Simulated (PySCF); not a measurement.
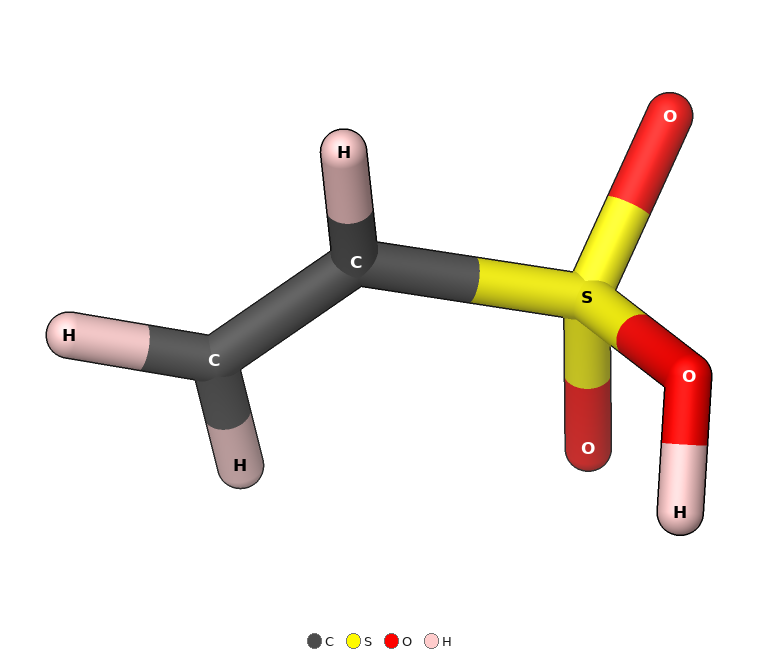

Rendered structure (stick style). Every bond is drawn as one stick, whatever its order.

Identify the structure.

It has 10 atoms: 2 carbon, 4 hydrogen, 3 oxygen and 1 sulfur (C2H4O3S). Its SMILES string is `C=CS(=O)(=O)O`. It has no ring. Among its groups: alkene. This geometry has C1 symmetry. Coordination: 2 C trigonal planar; 1 S tetrahedral; 1 O bent.

More results for the same structure follow; atom numbers are the same in all pictures, views and colours differ. Computed geometry: PBE0-D3(BJ)/def2-SVP optimisation. No frequency run is at hand to confirm it as a minimum.

Electronic properties

No frequency run is at hand to confirm it as a minimum. Level of theory: PBE0/pcSseg-1, gas phase (PySCF 2.14.0).

Predict the main results.

- dipole moment: 4.47 D
- HOMO energy (Kohn–Sham orbital): −8.88 eV
- LUMO energy (Kohn–Sham orbital): −1.45 eV
- HOMO–LUMO gap: 7.43 eV

Bond orders

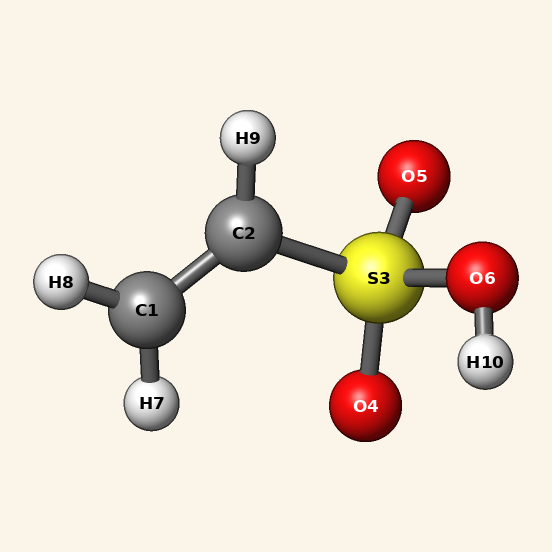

Every bond is drawn as one stick. No frequency run is at hand to confirm it as a minimum. Level of theory: PBE0/pcSseg-1 (PySCF 2.14.0).

Which bond has the highest Mayer bond order?

C1–C2, 1.92, at a length of 1.329 Å.

List the Mayer bond orders of C1–C2, C1–H7, C1–H8, C2–S3, C2–H9, S3–O4, S3–O5, S3–O6, O6–H10.

```tsv
bond	Mayer order	length (Å)
C1–C2	1.92	1.329
C1–H7	0.94	1.094
C1–H8	0.94	1.093
C2–S3	0.93	1.761
C2–H9	0.92	1.093
S3–O4	1.76	1.452
S3–O5	1.80	1.442
S3–O6	0.93	1.623
O6–H10	0.92	0.970
```

Charges

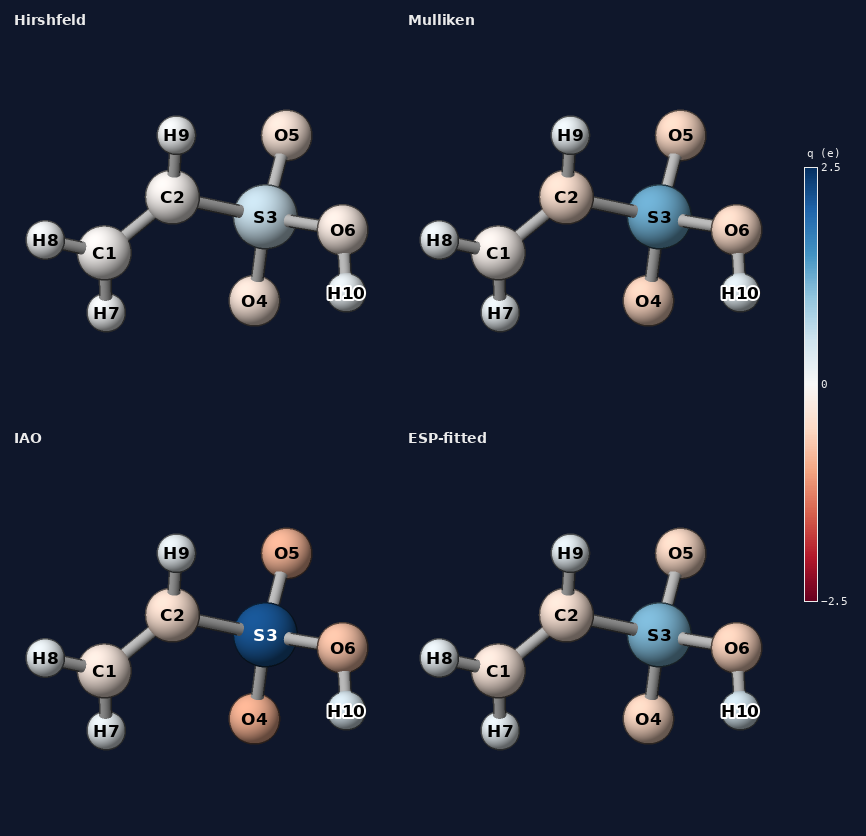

Atomic charges of one calculation by 4 schemes, on one colour scale. No frequency run is at hand to confirm it as a minimum. Level of theory: PBE0/pcSseg-1 (PySCF 2.14.0).

Which scheme gives the most polar picture (largest mean size of the charges)?

The IAO charges are the largest in size here, and the Hirshfeld charges the smallest.

On which atom do the schemes disagree most?

On S3 (from 0.55 to 2.15 e).

List the charges (e), one line for each set of equivalent atoms.

```csv
atom,Hirshfeld,Mulliken,IAO,ESP-fitted
C1,−0.06,−0.11,−0.25,−0.28
C2,−0.07,−0.40,−0.39,−0.34
S3,0.55,1.23,2.15,1.12
O4,−0.30,−0.53,−0.87,−0.52
O5,−0.30,−0.50,−0.84,−0.47
O6,−0.21,−0.45,−0.72,−0.56
H7,0.06,0.17,0.18,0.20
H8,0.07,0.15,0.17,0.19
H9,0.07,0.17,0.18,0.23
H10,0.19,0.27,0.38,0.43
```

Mulliken values depend strongly on the basis set and can even reverse the polarity of a bond.
